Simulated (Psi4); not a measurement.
**GaH5O (SMILES [OH2+][GaH3-]) at wB97X-V/aug-cc-pVDZ**

What is the energy change on altering one bond length of GaH5O at wB97X-V/aug-cc-pVDZ? 

Program for the calculation: Psi4 1.11.

**1. The molecule**

GaH5O: 7 atoms, total charge 0, spin state singlet. As SMILES, `[OH2+][GaH3-]`. Geometry: relaxed at PBE0-D4/def2-TZVP.

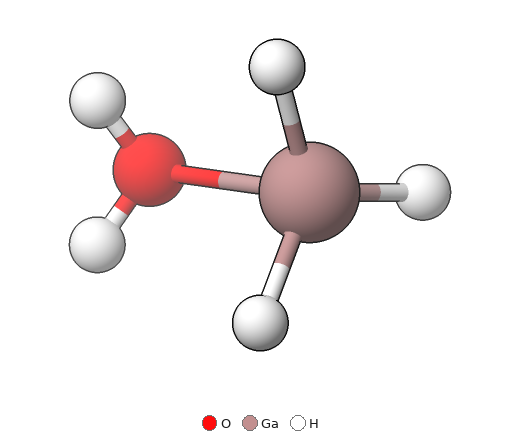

Viewed from a chosen angle; oxygen red, gallium pink, hydrogen white.

**2. The energy at wB97X-V/aug-cc-pVDZ**

Contents of job.in:

```
memory 1600 MB

molecule m {
  0 1
  O     -0.245000    -1.218100    -0.170400
  Ga     0.157500     0.941300    -0.135800
  H     -0.952900    -1.404300     0.454600
  H      0.531600    -1.693700     0.141100
  H      0.082000     1.250600    -1.673300
  H     -1.084700     1.265700     0.785600
  H      1.572600     0.790500     0.552500
  units angstrom
  symmetry c1
}

set {
  puream               true
  e_convergence        1e-09
  d_convergence        1e-08
  scf_type             pk
  dft_radial_points    99
  dft_spherical_points 590
}

e_tot = energy('wb97x-v/aug-cc-pVDZ')
```

On the command line:

```sh
$ psi4 job.in job.out -n 1
```

job.out:

```text
[...]
  Running in c1 symmetry.
[...]
  Nuclear repulsion =  118.447812025658294
[...]
  Multiplicity = 1
[...]
  Nalpha       = 22
  Nbeta        = 22
[...]
    Number of basis functions: 104
[...]
   @RKS iter   1: -2001.87663743179110   -3.30808e+00   1.24353e-02 DIIS/ADIIS
[...]
   @RKS iter  11: -2002.84308477415743    1.36424e-12   3.90739e-09 DIIS
[...]
    Orbital Energies [Eh]
    ---------------------
    Doubly Occupied:
       1A   -372.419678     2A    -45.980742     3A    -40.727029
       4A    -40.724047     5A    -40.723917     6A    -19.316079
       7A     -5.599438     8A     -3.887957     9A     -3.878611
      10A     -3.878222    11A     -1.223029    12A     -0.938364
      13A     -0.933089    14A     -0.932695    15A     -0.928709
      16A     -0.928574    17A     -0.720693    18A     -0.614885
      19A     -0.545056    20A     -0.482557    21A     -0.378767
      22A     -0.374949
[...]
  @RKS Final Energy: -2002.84308477415743
   => Energetics <=
    Nuclear Repulsion Energy =            118.4478120256582940
    One-Electron Energy =               -3025.8557714554149243
    Two-Electron Energy =                 969.9430776876052960
    DFT Exchange-Correlation Energy =     -65.5611047723955522
    Empirical Dispersion Energy =           0.0000000000000000
    VV10 Nonlocal Energy =                  0.1829017403895724
    Total Energy =                      -2002.8430847741576599
[...]
 Multipole Moments:
 ------------------------------------------------------------------------------------
     Multipole            Electronic (a.u.)      Nuclear  (a.u.)        Total (a.u.)
 ------------------------------------------------------------------------------------
 L = 1.  Multiply by 2.5417464519 to convert [e a0] to [Debye]
 Dipole X            :          0.6067522           -0.7466433           -0.1398911
 Dipole Y            :          3.6701530           -5.0310263           -1.3608733
 Dipole Z            :         -0.3782736            0.8886839            0.5104103
 Magnitude           :                                                    1.4601590
[...]
```

Wall time 4.6 min (1 thread of AMD EPYC 7R43 (Zen 3), shared host); peak memory 0.99 GiB.

**3. The distorted shape**

Contents of gah5o_ase.py:

```python
import numpy as np
from ase.calculators.psi4 import Psi4
from ase import Atoms

mol = Atoms(['O', 'Ga', 'H', 'H', 'H', 'H', 'H'], positions=[
    [-0.365746, -1.865897, -0.180780],
    [0.157500, 0.941300, -0.135800],
    [-1.073646, -2.052097, 0.444220],
    [0.410854, -2.341497, 0.130720],
    [0.082000, 1.250600, -1.673300],
    [-1.084700, 1.265700, 0.785600],
    [1.572600, 0.790500, 0.552500],
])
calc = Psi4(atoms=mol, method='wb97x-v', basis='aug-cc-pVDZ', memory='1600MB', num_threads=1, charge=0, multiplicity=1, label='psi4-calc')
calc.psi4.set_options({'puream': True, 'e_convergence': 1e-09, 'd_convergence': 1e-08, 'scf_type': 'pk', 'dft_radial_points': 99, 'dft_spherical_points': 590})
mol.calc = calc

print(f'energy: {mol.get_potential_energy():.6f} eV')
```

On the command line:

```sh
$ python gah5o_ase.py
```

psi4-calc.dat:

```text
[...]
  Running in c1 symmetry.
[...]
  Nuclear repulsion =  101.416705226797816
[...]
  Multiplicity = 1
[...]
  Nalpha       = 22
  Nbeta        = 22
[...]
    Number of basis functions: 104
[...]
   @RKS iter   1: -2001.93243356035168   -3.61624e+00   1.21780e-02 DIIS/ADIIS
[...]
   @RKS iter  10: -2002.83311086101548   -2.36469e-11   7.95078e-09 DIIS
[...]
    Orbital Energies [Eh]
    ---------------------
    Doubly Occupied:
       1A   -372.437931     2A    -45.998973     3A    -40.745820
       4A    -40.741997     5A    -40.741915     6A    -19.280406
       7A     -5.616348     8A     -3.906248     9A     -3.894562
      10A     -3.894357    11A     -1.182790    12A     -0.954785
      13A     -0.949748    14A     -0.949593    15A     -0.944025
      16A     -0.943959    17A     -0.685411    18A     -0.564680
      19A     -0.533819    20A     -0.466171    21A     -0.387408
      22A     -0.386945
[...]
  @RKS Final Energy: -2002.83311086101548
   => Energetics <=
    Nuclear Repulsion Energy =            101.4167052267978164
    One-Electron Energy =               -2991.6483796468201035
    Two-Electron Energy =                 952.7492020237629049
    DFT Exchange-Correlation Energy =     -65.5350023806574740
    Empirical Dispersion Energy =           0.0000000000000000
    VV10 Nonlocal Energy =                  0.1843639159015150
    Total Energy =                      -2002.8331108610157116
[...]
 Multipole Moments:
 ------------------------------------------------------------------------------------
     Multipole            Electronic (a.u.)      Nuclear  (a.u.)        Total (a.u.)
 ------------------------------------------------------------------------------------
 L = 1.  Multiply by 2.5417464519 to convert [e a0] to [Debye]
 Dipole X            :          0.9477006           -1.0183751           -0.0706745
 Dipole Y            :          5.5045168           -6.4888551           -0.9843383
 Dipole Z            :         -0.3449214            0.8653243            0.5204030
 Magnitude           :                                                    1.1156774
[...]
```

On the terminal:

```text
energy: -54499.864922 eV
```

Wall time 4.3 min (1 thread of AMD EPYC 7R43 (Zen 3), shared host); peak memory 1 GiB.

**4. Summary of results**

Level: wB97X-V/aug-cc-pVDZ.

```
                                                          quantity           value
                                         first shape: total energy  -2002.84308 Eh
                                        first shape: dipole moment          3.71 D
                                          first shape: HOMO energy       -10.20 eV
                                          first shape: LUMO energy         0.34 eV
                                        first shape: HOMO–LUMO gap        10.54 eV
                                     distorted shape: total energy  -2002.83311 Eh
                                    distorted shape: dipole moment          2.84 D
                                      distorted shape: HOMO energy       -10.53 eV
                                      distorted shape: LUMO energy         0.35 eV
                                    distorted shape: HOMO–LUMO gap        10.88 eV
energy change with the O1–Ga2 bond stretched from 2.197 to 2.856 Å        0.271 eV
```

**Reading.** With the O1–Ga2 bond stretched from 2.197 to 2.856 Å the energy rises by 0.27 eV (26.2 kJ/mol). The first shape isn't relaxed at this level, so the change isn't measured from a minimum.
